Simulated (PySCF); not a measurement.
# C5H9F3NPSi: what the fields show

```xyz
20

N     3.5900   -0.8662   -1.6720
Si    2.8922   -0.1227   -0.2860
P     2.9815    2.0824   -0.7179
C     1.0957   -0.4894    0.0224
C    -0.0792   -0.6915    0.1964
C    -1.4947   -0.9260    0.4075
C    -2.3045    0.3350    0.0793
C    -3.7853    0.0878    0.2748
F    -4.0847   -0.2794    1.5311
F    -4.2522   -0.8854   -0.5241
F    -4.5196    1.1802    0.0131
H     3.4761   -0.4399   -2.5777
H     3.5895   -1.8693   -1.7527
H     3.6517   -0.6070    0.8721
H     4.3162    2.2121   -0.3821
H     2.5648    2.4576    0.5467
H    -1.8214   -1.7519   -0.2313
H    -1.6604   -1.2112    1.4507
H    -2.1492    0.6337   -0.9592
H    -2.0117    1.1616    0.7295
```

Geometry: GFN2-xTB.

The calculation used PBE0/pcSseg-1, SCF density, gas phase, non-relativistic in PySCF.

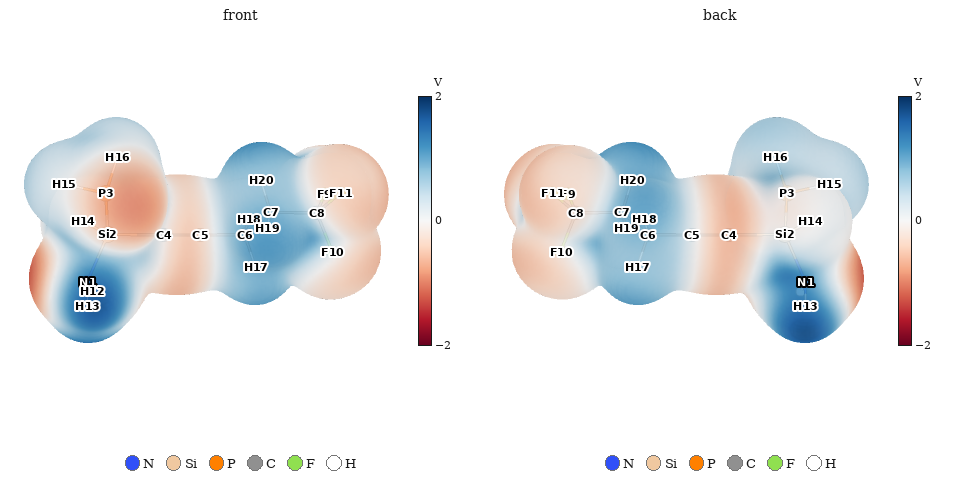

Figure 1. The molecular electrostatic potential painted on the density surface at 0.002 e/bohr³, seen from the front and from behind; red is negative and blue positive.

Which sites attract a positive test charge, and which a negative one?

A positive charge is drawn to the negative regions and a negative charge to the positive ones. The most negative region (about −1.1 V) lies over N1, the most positive (about +1.7 V) over H12 and H13. N1 is the likeliest acceptor of a hydrogen bond.

How polar is the molecule by this calculation?

Its dipole moment is 1.71 D.

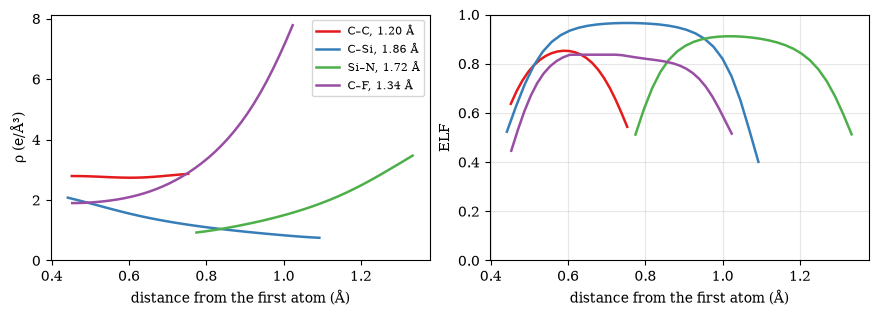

Figure 2. Total electron density and ELF along straight lines between neighbouring atoms. The curves leave out the atomic cores.

Compare the contacts.

C–C (1.20 Å): ρ is about 2.7 e/Å³ halfway; the ELF peaks at about 0.85 between the atoms: a multiple bond.
C–Si (1.86 Å): ρ is about 0.92 e/Å³ halfway; the ELF peaks at about 0.95 between the atoms (a shared electron pair).
Si–N (1.72 Å): the density is about 1.1 e/Å³ at the midpoint; the ELF peaks at about 0.90 between the atoms, as expected for a shared but strongly polarised pair.
C–F (1.34 Å): ρ at the midpoint is about 2.4 e/Å³; the ELF peaks at about 0.85 between the atoms (a polar covalent bond).
